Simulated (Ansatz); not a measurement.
Start from TiO2 in the rutile structure (space group P4_2/mnm, No. 136; a = 4.591 Å, c = 2.939 Å). Axes: x, y, z lie along a, b, c of the conventional cell.

Modification: the cell is stretched by 1.80 % along x with no lateral relaxation, atoms relaxed at fixed cell.

Level of theory: plane-wave PAW DFT at the PBEsol level (Ansatz, a first-principles code, 420 eV), scalar-relativistic without spin-orbit coupling.

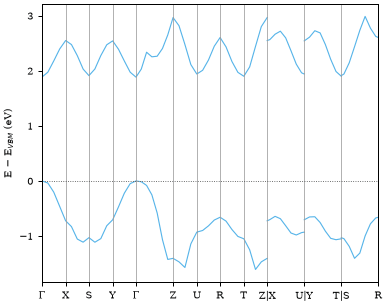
Fig. 1. Highest valence and lowest conduction band along the path of the changed cell's own zone

**Question.** From the figure, how large is the changed gap, and is it direct?

**Answer.** About 1.9 eV, direct at Γ.

The cells carry an imposed strain or load. Stability against distortions was not tested. All final runs are without spin polarisation. k-point labels follow each cell's own Brillouin zone.
